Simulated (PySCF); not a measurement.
# SiNH3 (SMILES [N][SiH3]) at USVWN5/STO-6G

Aim: the energy change on altering one bond length of SiNH3 at USVWN5/STO-6G, from 2 runs. 

Program for the calculation: PySCF 2.14.0.

15 further runs of the same task are left out: 4 that didn't finish, 11 set aside as unsound or not needed.

## 1. The molecule

SiNH3 has 5 atoms, charge 0, and is taken as a triplet. SMILES: `[N][SiH3]`. The coordinates come from a GFN2-xTB relaxation.

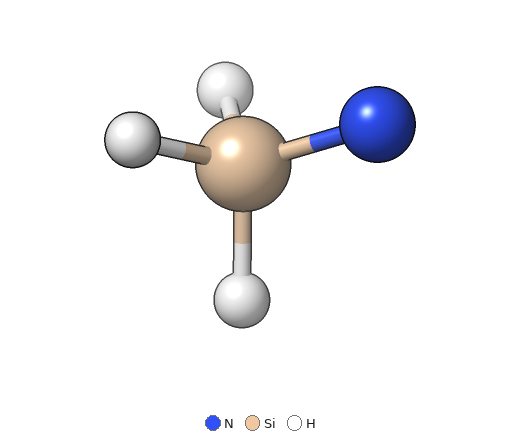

Viewed from a chosen angle; nitrogen blue, silicon light orange, hydrogen white.

## 2. A single-point energy at USVWN5/STO-6G

File input.py:

```python
from pyscf import gto, dft

molecule = gto.Mole()
molecule.atom = '''
N     -2.903810     0.631792     0.906143
Si     0.019351    -0.004422    -0.007219
H      0.122738    -0.591862    -2.731391
H      1.048987    -2.197714     1.374228
H      1.712734     2.162206     0.458240
'''
molecule.unit = 'bohr'
molecule.max_memory = 1860
molecule.verbose = 3
molecule.charge = 0
molecule.basis = 'sto-6g'
molecule.spin = 2
molecule.build()

calc0 = dft.UKS(molecule)
calc0.xc = 'svwn'
calc0.conv_tol = 1e-10
calc0.grids.level = 5
calc0.kernel()
if not calc0.converged:
    calc0 = calc0.newton().run(calc0.mo_coeff, calc0.mo_occ)

e_final = calc0.e_tot
print(f'total energy: {e_final:.8f} hartree')
```

Started as:

```console
$ OMP_NUM_THREADS=1 python input.py
```

Standard output:

```text
WARN: HOMO -0.21764944179746 >= LUMO -0.217701347690411

converged SCF energy = -342.97555467765  <S^2> = 2.0041902  2S+1 = 3.0027922
total energy: -342.97555468 hartree
```

It took 2.1 s on 1 thread of Intel Xeon Platinum 8559C (Emerald Rapids), shared host; peak memory 0.14 GiB.

## 3. The distorted shape

File input.py:

```python
from pyscf import gto, dft

mol = gto.M(
    atom='''
N       -2.253530      -0.582919       0.282457
Si      -0.706660      -0.919589      -0.200873
H       -0.651950      -1.230449      -1.642443
H       -0.161800      -2.080229       0.530157
H        0.906340       1.144190       0.242490
''',
    spin=2,
    verbose=3,
    basis='sto-6g',
    max_memory=1860,
)

myscf = dft.UKS(mol, xc='svwn')
myscf.conv_tol = 1e-10
myscf.grids.level = 5
myscf.kernel()
if not myscf.converged:
    myscf = myscf.newton().run(myscf.mo_coeff, myscf.mo_occ)

e_final = myscf.e_tot
print('E = %.10f Eh' % e_final)
```

Started as:

```console
$ OMP_NUM_THREADS=1 python input.py
```

Standard output:

```text
WARN: HOMO -0.173452052451626 >= LUMO -0.21762285686912

converged SCF energy = -342.834744603066  <S^2> = 2.1004115  2S+1 = 3.0662104
E = -342.8347446031 Eh
```

It took 2.9 s on 1 thread of Intel Xeon Platinum 8559C (Emerald Rapids), shared host; peak memory 0.14 GiB.

## 4. Summary of results

Level: USVWN5/STO-6G.

| quantity | value |
| --- | --- |
| first shape: total energy | -342.97555 Eh |
| first shape: dipole moment | 1.53 D |
| first shape: HOMO energy (highest over α and β) | -3.42 eV |
| first shape: LUMO energy (lowest over α and β) | -0.82 eV |
| first shape: ⟨S²⟩ | 2.004 |
| distorted shape: total energy | -342.83474 Eh |
| distorted shape: dipole moment | 1.88 D |
| distorted shape: HOMO energy (highest over α and β) | -3.11 eV |
| distorted shape: LUMO energy (lowest over α and β) | -0.83 eV |
| distorted shape: ⟨S²⟩ | 2.100 |
| energy change with the Si2–H5 bond stretched from 1.476 to 2.657 Å | 3.832 eV |

In words: With the Si2–H5 bond stretched from 1.476 to 2.657 Å the energy rises by 3.83 eV (88 kcal/mol). The first shape isn't relaxed at this level, so the change isn't measured from a minimum. The minimal basis adds a large error of its own. Mulliken charges (first shape) run from -0.28 on N1 to +0.51 on Si2; they depend strongly on the basis. ⟨S²⟩ (distorted shape) is 2.10 where a pure triplet has 2.00: the reference is spin-contaminated.
